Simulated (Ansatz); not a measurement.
# Band edges and screening of M₂CF₂ MXenes

How do lattice constant, gap, band edges against the vacuum and out-of-plane screening change with the metal?

How it was computed: Ansatz 0.2.0, plane waves with PAW datasets (its set soft_2), PBE with D3(BJ) or D4 dispersion as listed, spin-polarised where a moment is listed. Cell and atoms are relaxed, then single points with 18 Å of vacuum and a dipole correction give the bands along the symmetry path and the vacuum levels; the slope of the dipole p over the fields up to 0.1 V/Å along the normal (atoms held, so electronic screening alone; stronger fields, where run, are left out of the fit) is quoted as p/(ε₀AE), the thickness of a perfect conductor with the same dipole.

What came out:

```
       layer  upper / lower face  dispersion  moment (μB a cell)  a (Å)  gap (eV)  ionisation energy (eV)  affinity (eV)  work function (eV)  vacuum step (eV)  outer atoms apart (Å)  equivalent conductor (Å)
Hf2CF2 MXene               F / F          D3                   -   3.26      none                       -              -                3.61              0.00                   5.11                      5.31
Zr2CF2 MXene               F / F          D3                   -   3.28      none                       -              -                3.91              0.00                   5.14                      5.33
 W2CF2 MXene               F / F          D3                   -   3.29      none                       -              -                4.34              0.00                   4.56                      5.04
 Y2CF2 MXene               F / F          D3                   -   3.55      1.12                    4.29           3.17                   -              0.00                   5.09                      5.20
```

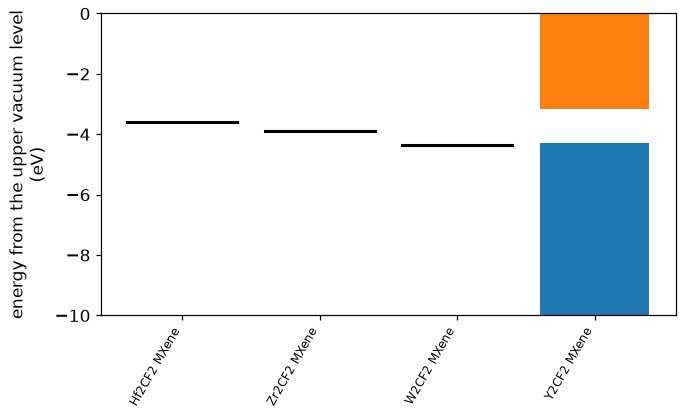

Valence bands (blue), conduction bands (orange) and Fermi levels of gapless layers (black) against the vacuum level above the layer.

What this shows: The rows are sorted by lattice constant, from 3.26 Å (Hf2CF2 MXene) to 3.55 Å (Y2CF2 MXene). 1 of the 4 layers has a gap over 0.05 eV: Y2CF2 MXene, 1.12 eV. The equivalent conductor thickness less the distance between the outer atoms runs from +0.1 to +0.5 Å. The work functions of the gapless layers run from 3.61 eV (Hf2CF2 MXene) to 4.34 eV (W2CF2 MXene).

What the numbers leave out: PBE gaps usually lie under quasiparticle gaps, and spin-orbit coupling and excitons are left out. The layers are built from prototypes, and no phonons were run to test their stability; OH-capped layers and open-shell layers run without spin are not listed. In the rows with elements from Sb on, spin-orbit coupling can change gaps by tenths of an eV. The terminations sit over the metal atoms of the far layer; the site over carbon or nitrogen, which some of these compounds prefer, was not run. The table is a selection: not every member that was run is listed.

[Logs are printed without paths, hosts, clocks, repeated set-up lines and the standing remarks that a program may print on its own settings, such as how far it seeks lower states.]
